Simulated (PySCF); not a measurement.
# methylsilane (CH₆Si): electronic excitations at several levels of theory, part 2 of 2

PySCF 2.14.0. Atoms count from 0.

## 7. TDDFT and polarisability: PBE0/aug-cc-pVDZ

What the job is given:

```
{"job": {"kind": "uv", "xc": "PBE0", "basis": "aug-cc-pVDZ"}, "charge": 0, "multiplicity": 1}
C     -1.000315    -0.092418     0.207599
Si     0.841217     0.086311    -0.121616
H     -1.319814     0.576002     1.021392
H     -1.247640    -1.125396     0.497052
H     -1.583978     0.159279    -0.691038
H      1.175225     1.490194    -0.516428
H      1.272443    -0.824799    -1.227081
H      1.634036    -0.254765     1.100489
```

Level: TDDFT PBE0/aug-cc-pVDZ, vertical, gas phase, core orbitals frozen in the response.

Standard output:

```text
coarse grid: 6432 points
cycle   1  E = -330.9977820569  dE = -2.017e-01  |g| = 2.760e-01  |ddm| = 5.175e+00
cycle   2  E = -330.9914539194  dE =  6.328e-03  |g| = 3.097e-01  |ddm| = 1.070e+00
cycle   3  E = -331.0177009104  dE = -2.625e-02  |g| = 1.578e-02  |ddm| = 5.479e-01
cycle   4  E = -331.0177916536  dE = -9.074e-05  |g| = 2.806e-03  |ddm| = 5.829e-02
cycle   5  E = -331.0177947594  dE = -3.106e-06  |g| = 5.664e-04  |ddm| = 1.036e-02
final grid: 55368 points
cycle   6  E = -331.0241378080  dE = -4.683e-06  |g| = 4.612e-03  |ddm| = 5.410e-02
cycle   7  E = -331.0241351921  dE =  2.616e-06  |g| = 5.561e-03  |ddm| = 1.844e-02
cycle   8  E = -331.0241435036  dE = -8.312e-06  |g| = 1.104e-04  |ddm| = 9.649e-03
cycle   9  E = -331.0241435083  dE = -4.693e-09  |g| = 2.969e-05  |ddm| = 4.124e-04
cycle  10  E = -331.0241435086  dE = -2.831e-10  |g| = 6.470e-06  |ddm| = 1.169e-04
converged SCF energy = -331.0241435086

Static polarisability (au): isotropic 44.202, principal 41.797 41.797 49.011

Singlet excitations
state   eV       nm        f      main configurations
  1   7.9989    155.0   0.06920   H->L 0.98
  2   8.0865    153.3   0.01895   H-1->L 0.95
  3   8.0889    153.3   0.01902   H-2->L 0.95
  4   8.6036    144.1   0.08322   H-1->L+1 0.95
  5   8.6063    144.1   0.08332   H-2->L+1 0.95
  6   8.6880    142.7   0.21030   H->L+1 0.94
  7   8.9091    139.2   0.00008   H-1->L+3 0.28, H-2->L+2 0.25, H-1->L+6 0.17
  8   8.9138    139.1   0.01117   H->L+2 0.75, H->L+5 0.12
  9   8.9143    139.1   0.01126   H->L+3 0.76, H->L+6 0.12
 10   9.1379    135.7   0.00240   H-2->L+2 0.25, H-1->L+3 0.24, H-1->L+2 0.16

Triplet excitations (Tamm-Dancoff, eV): 7.6125 7.7530 7.7549 8.2186
```

Run time: 4.4 s. Hardware: 1 thread of Arm Neoverse V1, shared host; peak memory 0.44 GiB.

In short: HOMO -9.21 eV, LUMO -0.12 eV; lowest singlet 8.00 eV.

## 8. TDDFT and polarisability: PBE0/aug-cc-pVTZ

The job, as its differences from that of step 7:

```diff
@@ -1,2 +1,2 @@
-{"job": {"kind": "uv", "xc": "PBE0", "basis": "aug-cc-pVDZ"}, "charge": 0, "multiplicity": 1}
+{"job": {"kind": "uv", "xc": "PBE0", "basis": "aug-cc-pVTZ"}, "charge": 0, "multiplicity": 1}
 C     -1.000315    -0.092418     0.207599
```

Method: TDDFT PBE0/aug-cc-pVTZ, vertical, gas phase, core orbitals frozen in the response.

Standard output:

```text
coarse grid: 6432 points
cycle   1  E = -331.0280586119  dE = -2.253e-01  |g| = 2.997e-01  |ddm| = 5.451e+00
cycle   2  E = -331.0208048181  dE =  7.254e-03  |g| = 3.348e-01  |ddm| = 1.221e+00
cycle   3  E = -331.0497666965  dE = -2.896e-02  |g| = 2.083e-02  |ddm| = 6.043e-01
cycle   4  E = -331.0498880534  dE = -1.214e-04  |g| = 3.842e-03  |ddm| = 6.551e-02
cycle   5  E = -331.0498914956  dE = -3.442e-06  |g| = 6.365e-04  |ddm| = 8.967e-03
final grid: 55368 points
cycle   6  E = -331.0524298496  dE = -2.535e-05  |g| = 4.814e-03  |ddm| = 2.020e-01
cycle   7  E = -331.0524271273  dE =  2.722e-06  |g| = 5.775e-03  |ddm| = 1.879e-02
cycle   8  E = -331.0524354856  dE = -8.358e-06  |g| = 1.111e-04  |ddm| = 1.024e-02
cycle   9  E = -331.0524354899  dE = -4.336e-09  |g| = 3.247e-05  |ddm| = 3.835e-04
cycle  10  E = -331.0524354903  dE = -4.069e-10  |g| = 4.043e-06  |ddm| = 9.374e-05
converged SCF energy = -331.0524354903

Static polarisability (au): isotropic 44.217, principal 41.800 41.801 49.050

Singlet excitations
state   eV       nm        f      main configurations
  1   7.9796    155.4   0.07177   H->L 0.98
  2   8.0826    153.4   0.01853   H-1->L 0.94
  3   8.0851    153.3   0.01860   H-2->L 0.94
  4   8.5867    144.4   0.08295   H-1->L+1 0.93
  5   8.5893    144.3   0.08306   H-2->L+1 0.93
  6   8.6526    143.3   0.19977   H->L+1 0.94
  7   8.8630    139.9   0.00002   H-1->L+6 0.27, H-2->L+5 0.26, H-1->L+2 0.12
  8   8.8719    139.7   0.00994   H->L+2 0.33, H->L+3 0.33, H->L+5 0.27
  9   8.8726    139.7   0.00999   H->L+3 0.33, H->L+2 0.33, H->L+6 0.27
 10   9.0765    136.6   0.00842   H->L+5 0.31, H->L+2 0.17, H-1->L+2 0.16

Triplet excitations (Tamm-Dancoff, eV): 7.5811 7.7306 7.7326 8.1959
```

Run time: 15 s. Hardware: 1 thread of Arm Neoverse V1, shared host; peak memory 0.75 GiB.

In short: HOMO -9.22 eV, LUMO -0.15 eV; lowest singlet 7.98 eV.

## 9. Ultraviolet spectrum: PBE0/def2-TZVPD

The job, as its differences from that of step 8:

```diff
@@ -1,2 +1,2 @@
-{"job": {"kind": "uv", "xc": "PBE0", "basis": "aug-cc-pVTZ"}, "charge": 0, "multiplicity": 1}
+{"job": {"kind": "uv", "xc": "PBE0", "basis": "def2-TZVPD"}, "charge": 0, "multiplicity": 1}
 C     -1.000315    -0.092418     0.207599
```

Method: TDDFT PBE0/def2-TZVPD, vertical, gas phase, core orbitals frozen in the response.

Standard output:

```text
coarse grid: 6432 points
cycle   1  E = -331.0321898440  dE = -2.293e-01  |g| = 2.986e-01  |ddm| = 2.011e+00
cycle   2  E = -331.0250978994  dE =  7.092e-03  |g| = 3.326e-01  |ddm| = 4.523e-01
cycle   3  E = -331.0536174270  dE = -2.852e-02  |g| = 2.095e-02  |ddm| = 2.159e-01
cycle   4  E = -331.0537363507  dE = -1.189e-04  |g| = 4.085e-03  |ddm| = 2.225e-02
cycle   5  E = -331.0537396999  dE = -3.349e-06  |g| = 5.356e-04  |ddm| = 4.990e-03
final grid: 55368 points
cycle   6  E = -331.0501401908  dE = -1.496e-05  |g| = 4.509e-03  |ddm| = 7.674e-02
cycle   7  E = -331.0501378052  dE =  2.386e-06  |g| = 5.402e-03  |ddm| = 6.584e-03
cycle   8  E = -331.0501451346  dE = -7.329e-06  |g| = 1.103e-04  |ddm| = 3.347e-03
cycle   9  E = -331.0501451382  dE = -3.578e-09  |g| = 3.077e-05  |ddm| = 2.098e-04
cycle  10  E = -331.0501451385  dE = -2.575e-10  |g| = 3.795e-06  |ddm| = 3.778e-05
converged SCF energy = -331.0501451385

Static polarisability (au): isotropic 43.901, principal 41.502 41.503 48.698

Singlet excitations
state   eV       nm        f      main configurations
  1   8.1909    151.4   0.09824   H->L 0.99
  2   8.2462    150.4   0.01356   H-1->L 0.96
  3   8.2487    150.3   0.01363   H-2->L 0.96
  4   8.8597    139.9   0.10631   H-1->L+1 0.97
  5   8.8623    139.9   0.10642   H-2->L+1 0.97
  6   8.9318    138.8   0.21949   H->L+1 0.94
  7   8.9930    137.9   0.00000   H-1->L+3 0.49, H-2->L+2 0.48
  8   9.0632    136.8   0.00331   H->L+2 0.93
  9   9.0645    136.8   0.00336   H->L+3 0.94
 10   9.4343    131.4   0.05323   H-1->L+2 0.48, H-2->L+3 0.45

Triplet excitations (Tamm-Dancoff, eV): 7.6715 7.8223 7.8242 8.3062
```

Wall time 6 s (1 thread of Arm Neoverse V1, shared host); peak memory 0.52 GiB.

This run: HOMO -9.22 eV, LUMO 0.17 eV; lowest singlet 8.19 eV.

## 10. TDDFT and polarisability: PBE0/6-31+G*

The job, as its differences from that of step 9:

```diff
@@ -1,2 +1,2 @@
-{"job": {"kind": "uv", "xc": "PBE0", "basis": "def2-TZVPD"}, "charge": 0, "multiplicity": 1}
+{"job": {"kind": "uv", "xc": "PBE0", "basis": "6-31+G*"}, "charge": 0, "multiplicity": 1}
 C     -1.000315    -0.092418     0.207599
```

Level: TDDFT PBE0/6-31+G*, vertical, gas phase, core orbitals frozen in the response.

Standard output:

```text
coarse grid: 6432 points
cycle   1  E = -331.0096182253  dE = -2.179e-01  |g| = 2.813e-01  |ddm| = 2.092e+00
cycle   2  E = -331.0029377643  dE =  6.680e-03  |g| = 3.154e-01  |ddm| = 4.804e-01
cycle   3  E = -331.0302522975  dE = -2.731e-02  |g| = 1.360e-02  |ddm| = 2.727e-01
cycle   4  E = -331.0303189705  dE = -6.667e-05  |g| = 2.061e-03  |ddm| = 2.339e-02
cycle   5  E = -331.0303205886  dE = -1.618e-06  |g| = 4.307e-04  |ddm| = 4.247e-03
final grid: 55368 points
cycle   6  E = -331.0051666948  dE = -3.939e-06  |g| = 4.561e-03  |ddm| = 9.420e-03
cycle   7  E = -331.0051641416  dE =  2.553e-06  |g| = 5.534e-03  |ddm| = 8.143e-03
cycle   8  E = -331.0051723432  dE = -8.202e-06  |g| = 4.379e-05  |ddm| = 4.454e-03
cycle   9  E = -331.0051723440  dE = -7.299e-10  |g| = 1.545e-05  |ddm| = 1.193e-04
converged SCF energy = -331.0051723440

Static polarisability (au): isotropic 37.143, principal 35.274 35.278 40.876

Singlet excitations
state   eV       nm        f      main configurations
  1   8.1247    152.6   0.10584   H->L 0.99
  2   8.2278    150.7   0.02444   H-1->L 0.97
  3   8.2304    150.6   0.02451   H-2->L 0.97
  4   8.8724    139.7   0.10675   H-1->L+1 0.97
  5   8.8750    139.7   0.10687   H-2->L+1 0.97
  6   8.9143    139.1   0.27262   H->L+1 0.96
  7   9.4531    131.2   0.02551   H->L+2 0.96
  8   9.4534    131.2   0.02563   H->L+3 0.96
  9   9.5949    129.2   0.01612   H-1->L+3 0.28, H-2->L+2 0.27, H-1->L+2 0.23
 10   9.5951    129.2   0.01615   H-1->L+2 0.29, H-2->L+3 0.25, H-1->L+3 0.22

Triplet excitations (Tamm-Dancoff, eV): 7.6832 7.9246 7.9270 8.4770
```

Run time: 2.1 s. Hardware: 1 thread of Arm Neoverse V1, shared host; peak memory 0.36 GiB.

This run: HOMO -9.22 eV, LUMO 0.04 eV; lowest singlet 8.12 eV.

## 11. Side by side: electronic excitations

Excitations and ground-state properties, with basis size and wall time:

```
              run  lowest singlet (eV)  brightest (eV)      f  gap (eV)  α (Å³)  μ (D)  functions   time
wB97X-D/def2-SVPD                 8.76            9.64  0.254     13.19    6.38   0.78         92   16 s
LC-wPBE/def2-SVPD                 9.09           10.20  0.278     14.21    6.24   0.78         92   25 s
      PBE0/6-31G*                 9.09            9.30  0.254     10.43    4.94   0.85         44  1.8 s
    PBE0/def2-SVP                 9.07            9.24  0.181     10.47    5.47   0.80         62  2.4 s
   PBE0/def2-TZVP                 8.59           10.13  0.232      9.89    6.10   0.83        104  4.4 s
 PBE0/aug-cc-pVDZ                 8.00            8.69  0.210      9.09    6.55   0.80        104  4.4 s
 PBE0/aug-cc-pVTZ                 7.98            8.65  0.200      9.07    6.55   0.81        234   15 s
  PBE0/def2-TZVPD                 8.19            8.93  0.219      9.39    6.51   0.82        134    6 s
     PBE0/6-31+G*                 8.12            8.91  0.273      9.26    5.50   0.81         52  2.1 s
```

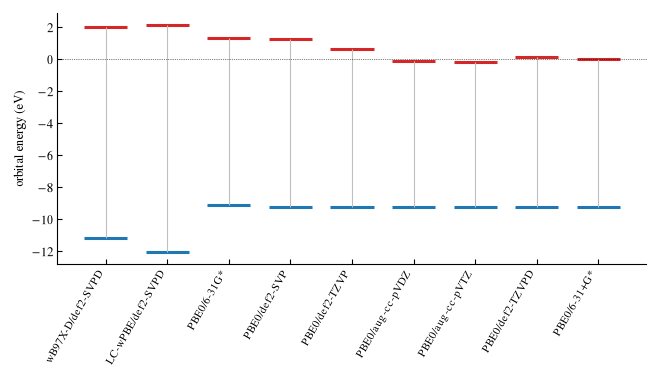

HOMO (blue) and LUMO (red) run by run.

## 12. What came out

This closing draws on all 2 parts.

```
                                quantity                        value
      lowest singlet (wB97X-D/def2-SVPD)  8.76 eV (142 nm), f = 0.096
brightest single state of those computed  state 9, 9.64 eV, f = 0.254
                          lowest triplet                      8.26 eV
       vertical ionisation energy (ΔSCF)                     11.65 eV
             range of the lowest singlet              7.98 to 9.09 eV
```

**Reading.** Single values in the summary come from the first run of each kind that ended normally (wB97X-D/def2-SVPD), which need not be the best level. The first singlet state (HOMO→LUMO 0.94) lies at 8.76 eV and is bright; of the 10 states computed, the strongest absorption comes from state 9 at 9.64 eV (the last state computed is bright too, and its partners may lie past the list). The lowest triplet lies 0.50 eV below the lowest singlet (triplets in Tamm-Dancoff, singlets in full TDDFT). ΔSCF puts the ionisation energy at 11.65 eV, 0.51 eV above −ε(HOMO). The lowest singlet runs from 7.98 eV (PBE0/aug-cc-pVTZ) to 9.09 eV (LC-wPBE/def2-SVPD), while the orbital gap spans 9.07 to 14.21 eV. The lowest state need not be the same one in every run. The runs solved for a few states only, so the brightest column depends on that window.
